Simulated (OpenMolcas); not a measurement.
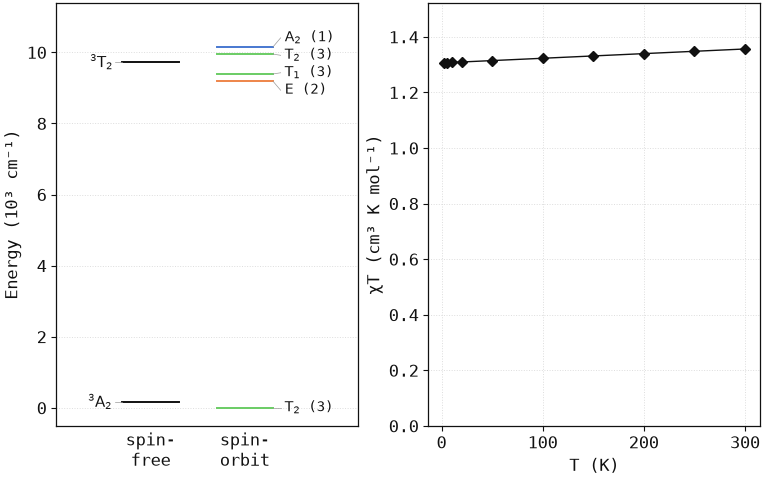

Levels of a 3d ion of charge +3 as a dopant in KZnF₃, a cluster with its 6 nearest F⁻ at 1.912 Å (octahedron) embedded in model potentials and point charges; the geometry was set, not optimised. Labels give the representation in O, Td, D4 or D3 as the site allows (double group for half-integer spin) where it could be assigned and, in brackets, the degeneracy; spin-free states, where drawn, share the zero of the spin-orbit levels. Level of the calculation: state-averaged CASSCF, the open shell active, basis ANO-RCC-VTZP on the metal and ANO-RCC-VDZP on the ligands, DKH2 scalar Hamiltonian, spin-orbit coupling by RASSI with atomic mean-field integrals (OpenMolcas). Powder susceptibility by Van Vleck's formula.

Which ion is the dopant?

Cu³⁺ (3d⁸). The ground level is T₂, 3-fold degenerate, 100 % from states of spin multiplicity 3. The next level lies at 9,190 cm⁻¹ (E). The lowest spin-free state is ³A₂; of the same spin there follows at 9,560 cm⁻¹ (³T₂) above it. χT is 1.31 cm³ K mol⁻¹ at 2 K and 1.36 at 300 K, an effective moment of 3.29 μB. The active orbitals hold 89 to 97 % metal character (Löwdin), and the Mulliken charge of the metal is +1.90.

Limits of the model: the geometry is set by hand, with no relaxation and no charge compensation.
